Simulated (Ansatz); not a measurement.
**C3H9BSi: geometry optimisation**

Method: RKS r2SCAN-D4/def2-SVP; program: Ansatz 0.2.0.

**1. Starting geometry**

SMILES `CB1CC[SiH2]1`, 14 atoms, charge 0, spin multiplicity 1.

Atoms are counted from 1 here; the program's logs count them from 0.

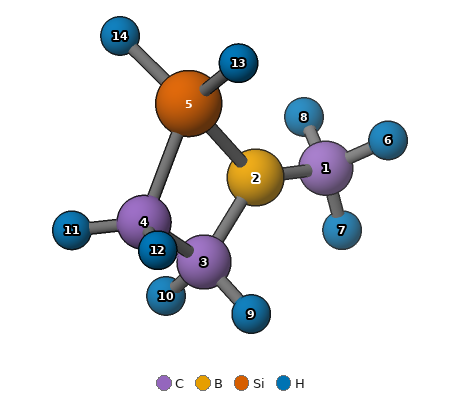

As it starts; carbon purple, boron amber, silicon orange, hydrogen blue; atoms are numbered from 1 in the order of the file.

Geometry (Å):

```mol
C3H9BSi
  3D, bonds by distance, orders not assigned

 14 14  0  0  0  0  0  0  0  0999 V2000
   -2.1350    0.4567   -0.4220 C   0  0
   -0.6392    0.1767   -0.0913 B   0  0
    0.3403   -0.9835   -0.5693 C   0  0
    1.6869   -0.6398    0.1568 C   0  0
    0.9313    0.9348    0.9888 Si  0  0
   -2.2179    1.4628   -0.8939 H   0  0
   -2.6295   -0.2860   -1.0812 H   0  0
   -2.7212    0.5524    0.5192 H   0  0
    0.4218   -1.0091   -1.6828 H   0  0
   -0.0690   -1.9901   -0.3120 H   0  0
    2.0205   -1.4222    0.8684 H   0  0
    2.5319   -0.4460   -0.5348 H   0  0
    1.5648    2.2477    0.5812 H   0  0
    0.9013    0.9163    2.5020 H   0  0
  1  2  8  0
  1  6  8  0
  1  7  8  0
  1  8  8  0
  2  3  8  0
  2  5  8  0
  3  4  8  0
  3  9  8  0
  3 10  8  0
  4  5  8  0
  4 11  8  0
  4 12  8  0
  5 13  8  0
  5 14  8  0
M  END
```

**2. Relaxation**

input.yaml reads:

```yaml
crystal:
  periodic: [false, false, false]
  atoms:
    - { symbol: C, position_ang: [-2.13498, 0.456741, -0.422038] }
    - { symbol: B, position_ang: [-0.639221, 0.176709, -0.091303] }
    - { symbol: C, position_ang: [0.340289, -0.983549, -0.569287] }
    - { symbol: C, position_ang: [1.686877, -0.63984, 0.156765] }
    - { symbol: Si, position_ang: [0.931339, 0.934812, 0.988841] }
    - { symbol: H, position_ang: [-2.217894, 1.462834, -0.893893] }
    - { symbol: H, position_ang: [-2.629485, -0.285979, -1.081215] }
    - { symbol: H, position_ang: [-2.72124, 0.552445, 0.519206] }
    - { symbol: H, position_ang: [0.421841, -1.009099, -1.682798] }
    - { symbol: H, position_ang: [-0.068961, -1.990112, -0.312049] }
    - { symbol: H, position_ang: [2.020491, -1.422188, 0.868367] }
    - { symbol: H, position_ang: [2.531918, -0.446038, -0.534842] }
    - { symbol: H, position_ang: [1.564769, 2.247675, 0.581152] }
    - { symbol: H, position_ang: [0.901259, 0.916289, 2.501995] }
basis:
  gaussian: { orbitals: def2-SVP }
hamiltonian:
  xc: r2scan
  dispersion: d4
output:
  forces: true
relax:
  f_tol: 0.003
  max_steps: 120
```

The run is started by

```console
$ ansatz run input.yaml --threads 1 --pin off --max-ram 2560MiB --backend cpu --events-out ev --progress --plain --runs-dir out
```

**Question.** How long does this run take on 1 thread of Arm Neoverse V1, shared host, and how much memory does it need?

About 3.2 min, with a peak of 0.17 GiB.
